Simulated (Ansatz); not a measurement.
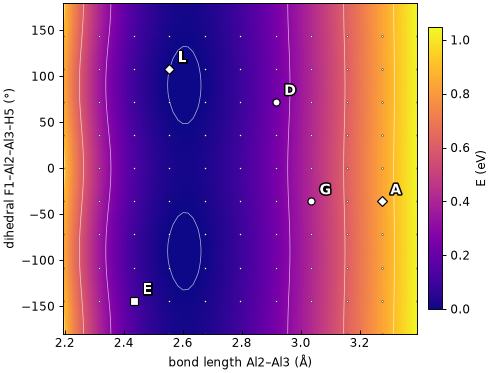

Al₂FH₃, SMILES [F][AlH][AlH2]. First axis: bond length Al2–Al3. Second axis: dihedral F1–Al2–Al3–H5. Nothing is relaxed (all other coordinates rigid). Grid: 11 × 10 points; 66 points were computed and 44 follow by symmetry. Energies: eV, counted from the lowest grid point. Theory: Ansatz, RHF-MP2, frozen core/def2-TZVP.

The picture shows a smooth colour map with a few white contour lines, dots at the grid points, lettered points. Between grid points the surface is interpolated.

Question: Rank the lettered points by energy, lowest first.

Answer: L (0.00 eV), E (0.13 eV), D (0.23 eV), G (0.42 eV), A (0.83 eV).

Question: What kind of point is each of A, D, E, G, L: minimum, saddle, maximum or slope?

Answer: A: on a slope; D: on a slope; E: on a slope; G: on a slope; L: minimum. (In these two coordinates alone; a stationary point may lie a little off the grid point.)
